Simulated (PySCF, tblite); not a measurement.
**C6H8OS2Si: geometry, infrared bands and NMR shifts**

What infrared bands and NMR shifts should C6H8OS2Si (`Oc1ccc([Si@@H]2CCS2)s1`) show?

Programs: tblite 0.8.0 and PySCF 2.14.0, with density-fitted response routines of our own. Each step states its level of theory. These are calculated values for one molecule in the gas phase, unless marked as measured. Atoms are numbered from 0 throughout.

## 1. The molecule as given

18 atoms, charge 0, multiplicity 1; geometry from: force field or distance geometry start.

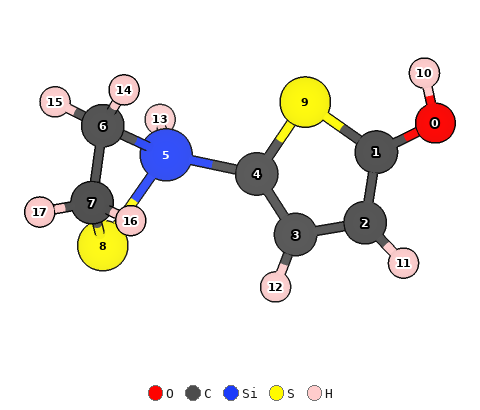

As it starts; oxygen red, carbon dark grey, silicon blue, sulfur yellow, hydrogen pink, atoms numbered; sticks join atoms by distance.

## 2. Optimising the geometry with GFN2-xTB

The job: settings as JSON, then the geometry in Å.

```
{"job": {"kind": "relax", "xc": "GFN2-xTB", "basis": "xTB"}, "charge": 0, "multiplicity": 1}
O      3.949700     0.704000     0.846300
C      2.801100     0.148600     0.444100
C      2.403900    -1.153600     0.661300
C      1.111700    -1.398600     0.082900
C      0.574000    -0.292400    -0.524700
Si    -1.014400     0.025700    -1.431300
C     -2.229600     1.158700    -0.552000
C     -2.699000     0.015300     0.400100
S     -2.482400    -1.367100    -0.828100
S      1.649700     1.047700    -0.410300
H      3.889100     1.620800     0.521300
H      2.987100    -1.883600     1.192000
H      0.604100    -2.364800     0.152600
H     -0.909800     0.181200    -2.903400
H     -1.790500     2.019200    -0.026900
H     -3.017700     1.538400    -1.199900
H     -2.093000    -0.115700     1.303600
H     -3.742800     0.122400     0.734200
```

Command:

```sh
$ OMP_NUM_THREADS=1 python probes_run.py task.json out
```

One launch serves the whole session: the jobs run in the order shown.

Output:

```text
step      E/eV     max force
  0    -794.09644    1.848
  1    -794.23169    0.850
  2    -794.28038    0.568
  3    -794.31539    0.514
  4    -794.34663    0.365
  5    -794.35682    0.209
  6    -794.36353    0.209
  7    -794.37072    0.216
  8    -794.37914    0.239
  9    -794.38697    0.290
 10    -794.39406    0.287
 11    -794.40059    0.229
 12    -794.40660    0.169
 13    -794.41200    0.208
 14    -794.41790    0.233
 15    -794.42489    0.240
 16    -794.43133    0.234
 17    -794.43610    0.217
 18    -794.43996    0.190
 19    -794.44328    0.155
 20    -794.44637    0.122
 21    -794.44913    0.112
 22    -794.45155    0.132
 23    -794.45415    0.157
 24    -794.45695    0.143
 25    -794.45921    0.106
 26    -794.46065    0.091
 27    -794.46166    0.072
 28    -794.46261    0.080
 29    -794.46359    0.084
 30    -794.46452    0.075
 31    -794.46535    0.070
 32    -794.46613    0.071
 33    -794.46690    0.078
 34    -794.46773    0.092
 35    -794.46876    0.085
 36    -794.47011    0.091
 37    -794.47169    0.099
 38    -794.47323    0.097
 39    -794.47464    0.093
 40    -794.47613    0.085
 41    -794.47783    0.102
 42    -794.47954    0.090
 43    -794.48047    0.137
 44    -794.48197    0.082
 45    -794.48308    0.076
 46    -794.48488    0.090
 47    -794.48659    0.094
 48    -794.48832    0.102
 49    -794.49005    0.123
 50    -794.49197    0.135
 51    -794.49395    0.149
 52    -794.49678    0.137
 53    -794.50037    0.159
 54    -794.50575    0.148
 55    -794.50890    0.180
 56    -794.51265    0.188
 57    -794.51533    0.186
 58    -794.51768    0.107
 59    -794.51933    0.080
 60    -794.52055    0.090
 61    -794.52176    0.082
 62    -794.52251    0.062
 63    -794.52311    0.052
 64    -794.52383    0.069
 65    -794.52482    0.107
 66    -794.52602    0.105
 67    -794.52714    0.117
 68    -794.52807    0.093
 69    -794.52878    0.116
 70    -794.52961    0.078
 71    -794.53091    0.076
 72    -794.53215    0.075
 73    -794.53320    0.075
 74    -794.53390    0.075
 75    -794.53439    0.058
 76    -794.53469    0.062
 77    -794.53506    0.046
 78    -794.53548    0.046
 79    -794.53578    0.050
 80    -794.53622    0.058
 81    -794.53669    0.048
 82    -794.53709    0.034
 83    -794.53729    0.023
 84    -794.53739    0.025
 85    -794.53750    0.025
 86    -794.53764    0.029
 87    -794.53781    0.035
 88    -794.53799    0.036
 89    -794.53815    0.027
 90    -794.53830    0.025
 91    -794.53843    0.027
 92    -794.53854    0.027
 93    -794.53866    0.027
 94    -794.53880    0.026
 95    -794.53894    0.026
 96    -794.53907    0.034
 97    -794.53919    0.044
 98    -794.53929    0.031
 99    -794.53941    0.035
100    -794.53953    0.024
101    -794.53968    0.026
102    -794.53980    0.038
103    -794.54003    0.032
104    -794.54023    0.025
105    -794.54039    0.025
106    -794.54053    0.027
107    -794.54070    0.037
108    -794.54092    0.037
109    -794.54123    0.040
110    -794.54163    0.041
111    -794.54223    0.051
112    -794.54307    0.083
113    -794.54406    0.099
114    -794.54488    0.074
115    -794.54546    0.046
116    -794.54577    0.071
117    -794.54627    0.051
118    -794.54681    0.045
119    -794.54747    0.062
120    -794.54789    0.065
121    -794.54841    0.065
122    -794.54900    0.043
123    -794.54942    0.045
124    -794.54974    0.048
125    -794.55005    0.049
126    -794.55027    0.038
127    -794.55047    0.033
128    -794.55067    0.037
129    -794.55087    0.031
130    -794.55114    0.030
131    -794.55146    0.038
132    -794.55170    0.044
133    -794.55191    0.038
134    -794.55198    0.026
135    -794.55211    0.024
136    -794.55220    0.024
137    -794.55235    0.022
138    -794.55242    0.021
139    -794.55247    0.015
140    -794.55249    0.011
141    -794.55251    0.009
```

Wall time 1.4 s (1 thread of Arm Neoverse V2, shared host).

Relaxation path: (not every step is listed)

```tsv
step	energy from step 0 (eV)	largest force (eV/Å)
0	0.0000	1.8484
1	-0.1352	0.8501
2	-0.1839	0.5675
3	-0.2189	0.5137
4	-0.2502	0.3649
5	-0.2604	0.2088
6	-0.2671	0.2092
7	-0.2743	0.2155
8	-0.2827	0.2387
20	-0.3499	0.1217
32	-0.3697	0.0709
44	-0.3855	0.0820
56	-0.4162	0.1880
68	-0.4316	0.0932
80	-0.4398	0.0575
92	-0.4421	0.0267
104	-0.4438	0.0249
116	-0.4493	0.0714
128	-0.4542	0.0369
136	-0.4558	0.0238
137	-0.4559	0.0221
138	-0.4560	0.0214
139	-0.4560	0.0150
140	-0.4561	0.0112
141	-0.4561	0.0088
```

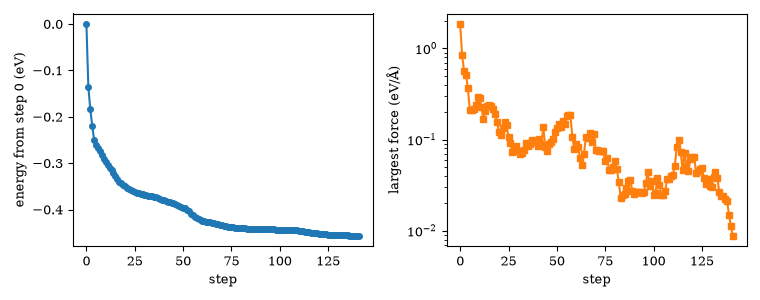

Energy and largest force along the relaxation.

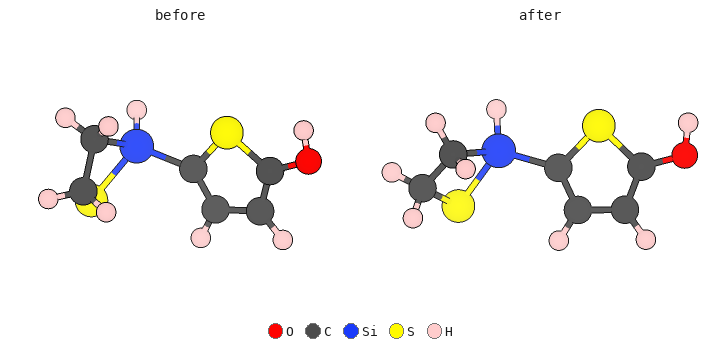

Before and after, at one scale.

Close pairs (by a distance rule), those that changed most:

```tsv
bond	before (Å)	after (Å)	change (Å)
C1–S9	1.692	1.740	+0.047
Si5–S8	2.112	2.156	+0.044
C6–C7	1.560	1.530	-0.030
C2–C3	1.437	1.408	-0.028
Si5–C6	1.880	1.907	+0.027
C7–S8	1.862	1.838	-0.024
Si5–H13	1.484	1.463	-0.021
C4–S9	1.722	1.743	+0.020
```

The next job starts from the end point, and lists it.

## 3. Infrared spectrum with GFN2-xTB

The job: settings as JSON, then the geometry in Å.

```
{"job": {"kind": "ir", "xc": "GFN2-xTB", "basis": "xTB"}, "charge": 0, "multiplicity": 1}
O      4.439341     0.440172     0.256100
C      3.146229     0.087149     0.154709
C      2.548731    -0.964687     0.781702
C      1.179788    -1.065348     0.466110
C      0.723850    -0.104600    -0.387687
Si    -0.967790     0.154321    -1.112102
C     -2.308707     1.028668    -0.075642
C     -3.295116    -0.141343    -0.083728
S     -2.293589    -1.514095    -0.784808
S      2.020992     0.969166    -0.836350
H      4.630765     1.213912    -0.286121
H      3.077317    -1.632534     1.435349
H      0.537539    -1.836389     0.852647
H     -0.916669     0.580504    -2.510473
H     -1.991350     1.264824     0.939149
H     -2.737044     1.932243    -0.503874
H     -3.658686    -0.430720     0.899629
H     -4.144361     0.025075    -0.742898
```

Output:

```text
mode    cm-1     km/mol
  1      22.8      1.26
  2      54.6      0.53
  3      64.2      1.31
  4     100.6      2.18
  5     156.8      4.52
  6     171.7      3.41
  7     286.7     11.88
  8     300.4    136.62
  9     334.1     16.74
 10     368.7      8.30
 11     448.4     14.01
 12     461.0      3.50
 13     516.8     17.65
 14     533.4      2.52
 15     557.2    190.04
 16     596.8     16.94
 17     644.0    166.75
 18     702.2     30.82
 19     714.7     59.04
 20     717.8      1.72
 21     725.8     50.05
 22     773.2     65.06
 23     792.9     20.00
 24     843.0      0.24
 25     851.7     17.78
 26     983.0    134.43
 27    1034.9      0.57
 28    1046.0      4.99
 29    1089.0     24.99
 30    1098.2     50.81
 31    1169.7      2.40
 32    1184.4     13.83
 33    1207.1     15.70
 34    1216.6    402.42
 35    1224.4      9.49
 36    1338.4     11.16
 37    1455.4      2.07
 38    1474.3      5.24
 39    1481.4    323.14
 40    1577.7     81.65
 41    2259.5    236.21
 42    2987.3      3.86
 43    3003.0     18.54
 44    3008.3     29.14
 45    3012.7     24.92
 46    3130.1      8.65
 47    3152.0      8.17
 48    3528.1     48.79
```

Wall time 1 s (1 thread of Arm Neoverse V2, shared host).

Which atoms move in the most intense modes:

```tsv
cm⁻¹	km/mol	atoms
300	136.6	H10 89 %
557	190.0	H13 65 %, Si5 16 %
644	166.8	H13 73 %
983	134.4	C4 45 %, H12 14 %, H11 13 %, C3 11 %
1217	402.4	C1 38 %, O0 25 %, H10 22 %
1481	323.1	C3 38 %, C4 34 %, C1 15 %
1578	81.7	C1 44 %, C2 27 %, C3 12 %
2260	236.2	H13 97 %
```

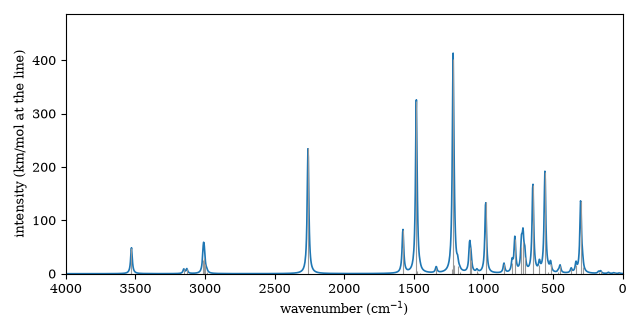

The infrared spectrum from these modes, unscaled. Lines are broadened to a width of 14 cm⁻¹ (Lorentzian).

## 4. Shielding tensors: PBE0/pcSseg-1

Settings changed since step 3:

```diff
@@ -1,2 +1,2 @@
-{"job": {"kind": "ir", "xc": "GFN2-xTB", "basis": "xTB"}, "charge": 0, "multiplicity": 1}
+{"job": {"kind": "nmr", "xc": "PBE0", "basis": "pcSseg-1"}, "charge": 0, "multiplicity": 1}
 O      4.439341     0.440172     0.256100
```

Level: GIAO PBE0/pcSseg-1 NMR shielding, non-relativistic, gas phase.

Output:

```text
coarse grid: 17440 points
cycle   1  E = -1393.5480810345  dE =  1.775e+00  |g| = 6.763e-01  |ddm| = 4.358e+00
cycle   2  E = -1393.4624371898  dE =  8.564e-02  |g| = 9.260e-01  |ddm| = 1.472e+00
cycle   3  E = -1393.6454911282  dE = -1.831e-01  |g| = 1.085e-01  |ddm| = 9.445e-01
cycle   4  E = -1393.6481307211  dE = -2.640e-03  |g| = 4.937e-02  |ddm| = 1.736e-01
cycle   5  E = -1393.6487024791  dE = -5.718e-04  |g| = 1.595e-02  |ddm| = 6.132e-02
cycle   6  E = -1393.6487555759  dE = -5.310e-05  |g| = 5.004e-03  |ddm| = 1.890e-02
cycle   7  E = -1393.6487605780  dE = -5.002e-06  |g| = 1.791e-03  |ddm| = 5.712e-03
final grid: 156856 points
cycle   8  E = -1393.7226379354  dE = -2.162e-05  |g| = 1.278e-02  |ddm| = 3.435e-02
cycle   9  E = -1393.7225797658  dE =  5.817e-05  |g| = 1.991e-02  |ddm| = 3.047e-02
cycle  10  E = -1393.7226749953  dE = -9.523e-05  |g| = 2.304e-03  |ddm| = 2.058e-02
cycle  11  E = -1393.7226763351  dE = -1.340e-06  |g| = 4.784e-04  |ddm| = 2.668e-03
cycle  12  E = -1393.7226763936  dE = -5.855e-08  |g| = 1.334e-04  |ddm| = 6.566e-04
cycle  13  E = -1393.7226763973  dE = -3.675e-09  |g| = 6.100e-05  |ddm| = 1.925e-04
cycle  14  E = -1393.7226763982  dE = -9.322e-10  |g| = 1.450e-05  |ddm| = 7.474e-05
converged SCF energy = -1393.7226763982

GIAO shielding tensors (ppm)
atom      isotropic    diamagn.    paramagn.     s11        s22        s33       span
  0 O      210.685     378.504    -167.818    137.896    235.408    258.752    120.855
  1 C        7.175     267.136    -259.961    -63.379      7.399     77.505    140.884
  2 C       76.400     254.331    -177.931     16.815     62.644    149.741    132.926
  3 C       42.825     250.459    -207.633    -43.932     22.483    149.925    193.857
  4 C       63.968     261.576    -197.608     -6.988     62.879    136.013    143.002
  5 Si     356.593     878.533    -521.940    311.377    365.591    392.810     81.433
  6 C      163.790     253.813     -90.024    130.135    174.702    186.532     56.396
  7 C      160.012     251.176     -91.164    143.151    157.291    179.594     36.443
  8 S      610.745    1058.255    -447.510    336.046    618.075    878.114    542.068
  9 S      296.269    1059.016    -762.747    152.714    363.976    372.119    219.405
 10 H       26.861      30.376      -3.515     18.299     26.732     35.553     17.255
 11 H       25.124      30.199      -5.075     21.657     25.633     28.081      6.424
 12 H       24.061      32.481      -8.420     20.064     24.320     27.800      7.736
 13 H       25.711      28.091      -2.379     20.708     26.091     30.335      9.627
 14 H       29.497      32.446      -2.949     26.204     28.410     33.878      7.673
 15 H       29.803      30.196      -0.393     25.171     27.784     36.453     11.281
 16 H       28.647      29.636      -0.989     23.983     25.949     36.010     12.027
 17 H       28.260      28.565      -0.305     23.604     26.412     34.763     11.159
```

Run time: 58 s. Hardware: 1 thread of Arm Neoverse V2, shared host; peak memory 1.1 GiB.

The references, computed at this level on geometries of the same kind, shield at (ppm): 1H TMS 31.72, 13C TMS 186.9, 29Si TMS 349.2, 17O H2O 336.1, 33S CS2 504. Their shielding less the atom's gives the shift. The references are single molecules in the gas phase, so shifts against H2O, NH3, PH3, H3PO4 or CFCl3 are not on the usual liquid scales and can be off by tens of ppm.

```tsv
atoms	environment	σ (ppm)	δ (ppm)	δ scaled to CDCl3
C1	aromatic carbon bearing oxygen	7.2	179.8	169.1
C3	aromatic CH	42.8	144.1	138.7
C4	substituted aromatic carbon next to the ring sulfur	64.0	123.0	113.7
C2	aromatic CH	76.4	110.5	106.0
C7	sp3 CH2 bonded to S	160.0	26.9	19.9
C6	sp3 CH2 bonded to Si	163.8	23.1	20.7
H12	hydrogen on an aromatic CH	24.06	7.66	7.32
H11	hydrogen on an aromatic CH	25.12	6.59	6.32
H13	hydrogen on a silicon bonded to 2 C, S, in a 4-membered ring	25.71	6.01	–
H10	hydrogen on a phenol-type oxygen	26.86	4.86	–
H17	hydrogen on an sp3 CH2 bonded to S	28.26	3.46	3.36
H16	hydrogen on an sp3 CH2 bonded to S	28.65	3.07	3.00
H14	hydrogen on an sp3 CH2 bonded to Si	29.50	2.22	2.20
H15	hydrogen on an sp3 CH2 bonded to Si	29.80	1.91	1.91
O0	phenol-type oxygen	210.7	125.4	–
Si5	silicon bonded to 2 C, S, H, in a 4-membered ring	356.6	-7.4	–
S9	aromatic ring sulfur	296	207	–
S8	sulfur bonded to C, Si, in a 4-membered ring	611	-107	–
```

The scaled column applies a straight-line fit of computed shieldings to shifts measured in CDCl3, with any fitted terms for Cl, Br or S neighbours (root-mean-square error 0.16 ppm for H, 1.9 ppm for C).

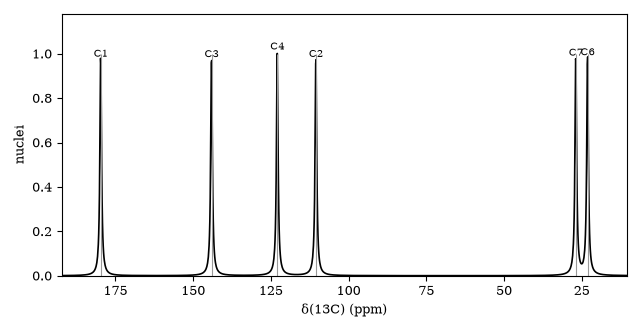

13C lines at the computed shifts, without couplings. Lines are broadened to a width of 0.63 ppm (Lorentzian).

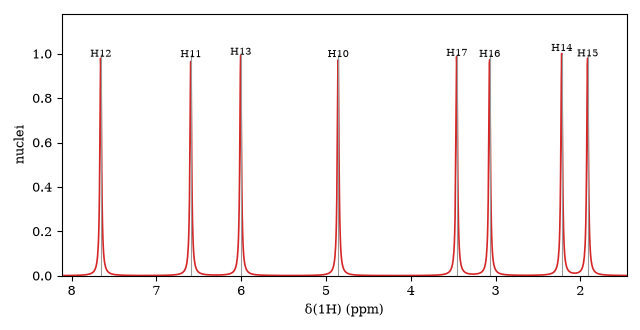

1H lines at the computed shifts, without couplings. Lines are broadened to a width of 0.02 ppm (Lorentzian).

The run also stored atomic charges by several schemes (e):

```tsv
atoms	Mulliken	IAO	Hirshfeld	ESP fit
O0	-0.35	-0.45	-0.17	-0.52
C1	0.01	0.08	0.06	0.28
C2	-0.07	-0.24	-0.10	-0.32
C3	0.01	-0.14	-0.06	-0.08
C4	-0.61	-0.47	-0.15	-0.28
Si5	0.91	0.85	0.33	0.80
C6	-0.52	-0.56	-0.17	-0.61
C7	-0.29	-0.31	-0.07	0.05
S8	-0.32	-0.23	-0.12	-0.40
S9	0.23	0.26	0.07	-0.08
```

ESP fit charges:

O0 -0.52; C1 0.28; C2 -0.32; C3 -0.08; C4 -0.28; Si5 0.80; C6 -0.61; C7 0.05; S8 -0.40; S9 -0.08; H10 0.46; H11 0.22; H12 0.15; H13 -0.15; H14 0.16; H15 0.17; H16 0.10; H17 0.07

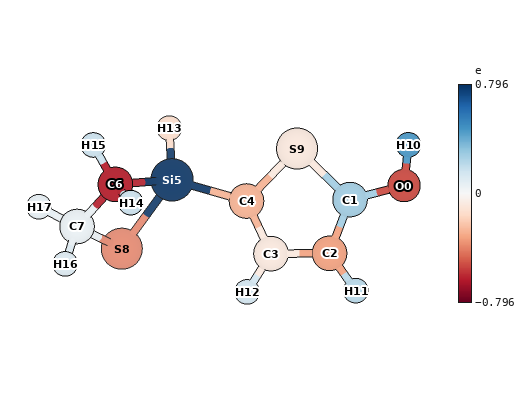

ESP fit charges, as colours on the atoms.

Mayer bond orders: O0–C1 1.06, C1–C2 1.52, C2–C3 1.28, C3–C4 1.59, C4–Si5 0.84, Si5–C6 0.92, C6–C7 1.00, C7–S8 0.99, C4–S9 1.09, S9–C1 1.14, S8–Si5 1.00.

Ring of atoms C1, C2, C3, C4, S9: NICS(0) -11.6, NICS(1) -9.9, NICS(1)zz -21.6 ppm (means of both faces).

Ring of atoms Si5, C6, C7, S8: NICS(0) -0.7, NICS(1) -0.1, NICS(1)zz 7.2 ppm (means of both faces).

Orbitals, density, ELF and potential are computed afterwards from the orbital file.

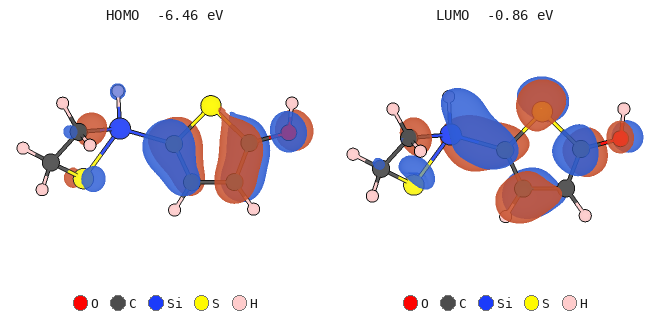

PBE0/pcSseg-1 orbitals near the gap, drawn at the value that encloses 70 % of each; the two colours are the two signs.

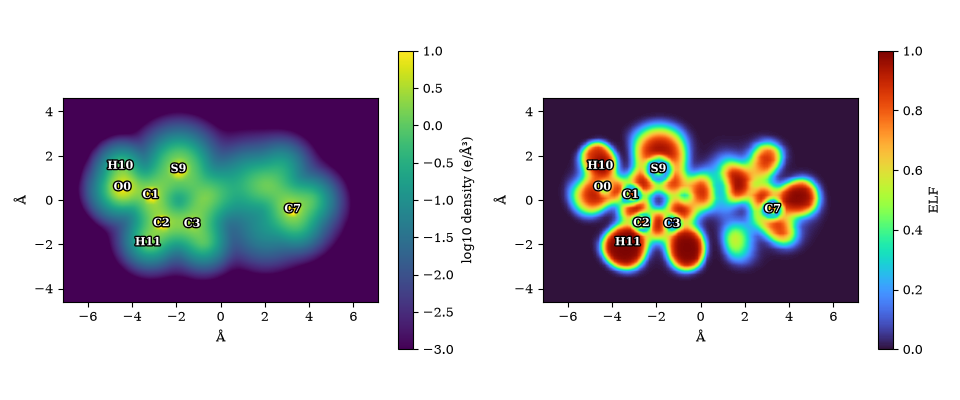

Density (left) and ELF (right) in a plane through or near 8 of the atoms.

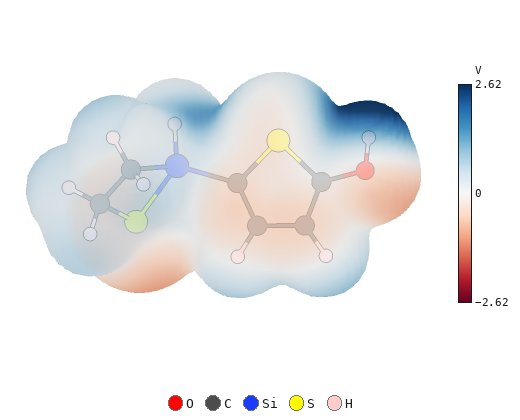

Electrostatic potential on the surface of density 0.002 e/bohr³; red is low, blue high. It runs from -1.12 V near S8 to 2.62 V near H10.

## 5. Summary of results

| quantity | value |
| --- | --- |
| strongest single infrared mode (GFN2-xTB) | 1217 cm⁻¹, 402 km/mol |
| zero-point energy (GFN2-xTB) | 77.8 kcal/mol |
| 13C shifts against TMS (PBE0/pcSseg-1) | 179.8, 144.1, 123.0, 110.5, 26.9, 23.1 ppm |
| 1H shifts against TMS (PBE0/pcSseg-1) | 7.66, 6.59, 6.01, 4.86, 3.46, 3.07, 2.22, 1.91 ppm |
| 17O shifts against H2O (PBE0/pcSseg-1) | 125.4 ppm |
| 29Si shifts against TMS (PBE0/pcSseg-1) | -7.4 ppm |
| 33S shifts against CS2 (PBE0/pcSseg-1) | 207, -107 ppm |
| surface potential, least and greatest | -1.12 V and 2.62 V |

In words: Over 141 steps the energy fell by 0.456 eV; of the close pairs, C1–S9 changed most, 1.692 to 1.740 Å. No mode is imaginary among the 48: a minimum at this level. The strongest single mode, at 1217 cm⁻¹, has its largest shares on C1, O0 and H10 (the list is cut at 3 atoms). GFN2-xTB is a fitted tight-binding method: band positions and strengths are rough. Its intensities can rank the bands wrongly. At PBE0/pcSseg-1: The widest tensor belongs to S8: span 542 ppm, with a paramagnetic part of -448 ppm. NICS(1)zz of -22 ppm above the planar ring from C1 marks a diatropic (aromatic) ring current. By nearest atom (PBE0/pcSseg-1), the HOMO sits on C4 27 %; C1 19 % and the LUMO on C1, C3, C4 about 16 % each; S9 14 %.
